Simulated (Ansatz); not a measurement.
## Electronic structure of CH₈OSi₂···H₂ in real space

Input file:

```
crystal:
  periodic: [false, false, false]
  atoms:
    - { symbol: Si, position_ang: [-0.651791, 1.078285, 0.008285] }
    - { symbol: H, position_ang: [1.930468, 0.240579, 0.281703] }
    - { symbol: O, position_ang: [-0.753199, -0.433314, 0.6785] }
    - { symbol: Si, position_ang: [-0.380212, -1.828516, 1.473323] }
    - { symbol: H, position_ang: [-2.037488, 1.633447, -0.026865] }
    - { symbol: H, position_ang: [0.166468, 1.970788, 0.88226] }
    - { symbol: H, position_ang: [1.918779, 0.310129, -0.416984] }
    - { symbol: C, position_ang: [0.046763, 0.972571, -1.729852] }
    - { symbol: H, position_ang: [0.955264, -1.7178, 2.133134] }
    - { symbol: H, position_ang: [-1.411198, -2.11099, 2.512436] }
    - { symbol: H, position_ang: [-0.340569, -2.962791, 0.505797] }
    - { symbol: H, position_ang: [0.880782, 1.675362, -1.877775] }
    - { symbol: H, position_ang: [-0.730089, 1.215204, -2.474142] }
    - { symbol: H, position_ang: [0.406022, -0.042855, -1.94982] }
basis:
  gaussian: { orbitals: def2-SVP }
hamiltonian:
  xc: b3lyp
  dispersion: d4
relax:
  f_tol: 0.03
  max_steps: 50
output:
  orbitals: {}
```

Launched as:

```sh
ansatz run input.yaml --threads 2 --pin off --max-ram 3072MiB --backend cpu --events-out ev --progress --plain --runs-dir out
```

The fields are those of the relaxed geometry.

The calculation used RKS B3LYP-D4/def2-SVP in Ansatz.

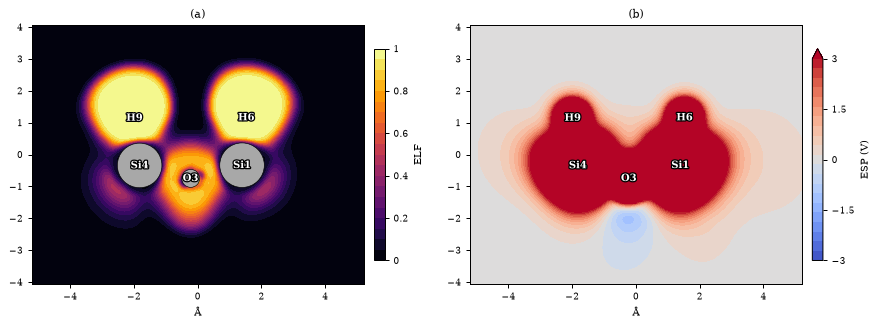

Figure 1. (a) electron localisation function; (b) molecular electrostatic potential on the plane of atoms Si1, O3 and Si4. Grey discs cover the atomic cores in the ELF map.

> What does the map show?

- The section cuts through Si, O and H sites.
- Si–O (1.65 Å): the ELF peaks at about 0.85 between the atoms, as expected for a shared but strongly polarised pair.
- Si–H (1.50 Å): the ELF climbs to about 1 towards the hydrogen, as it does in any bond to H.
- The ELF also peaks beside O3, away from the bonds: lone-pair regions.
- Outside the dense part of the complex the potential is most negative (−1.1 V) near O3.

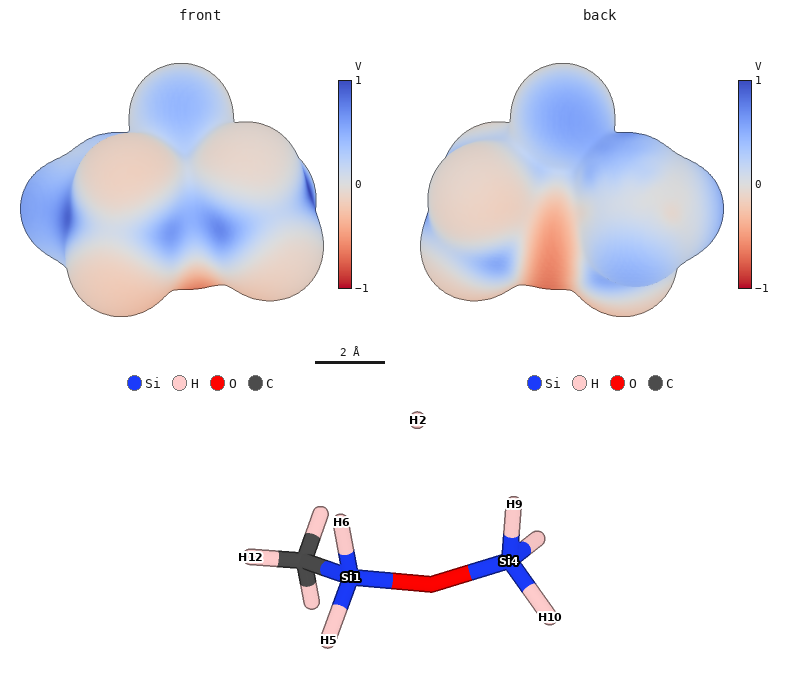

Figure 2. The molecular electrostatic potential painted on the density surface at 0.001 e/bohr³, seen from the front and from behind; the colour scale runs from red (negative) to blue (positive). The bare structure is drawn below in the same view.

> Describe the electrostatic potential map.

The most negative region (about −0.6 V) lies over O3, the most positive (about +0.8 V) over Si1 and Si4.

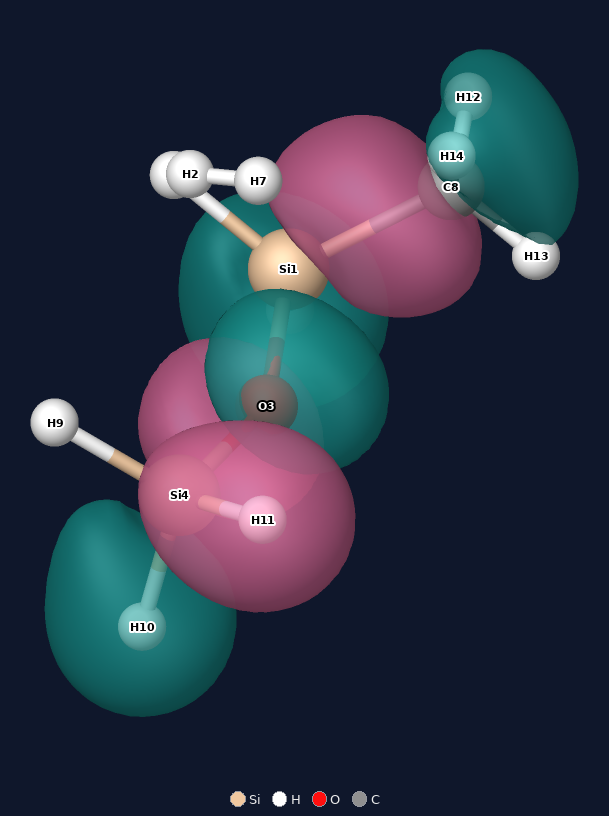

Figure 3. The HOMO at ±0.08 Å⁻³ᐟ² (teal and pink are the two phases), seen at an oblique angle.

> What is the character of this orbital?

Its weight (Hirshfeld) is mainly on O3 (about 30 %), C8 (about 15 %), Si1 (about 15 %), Si4 (about 10 %), H5 (about 10 %) and H11 (about 10 %). Its energy is −8.05 eV.
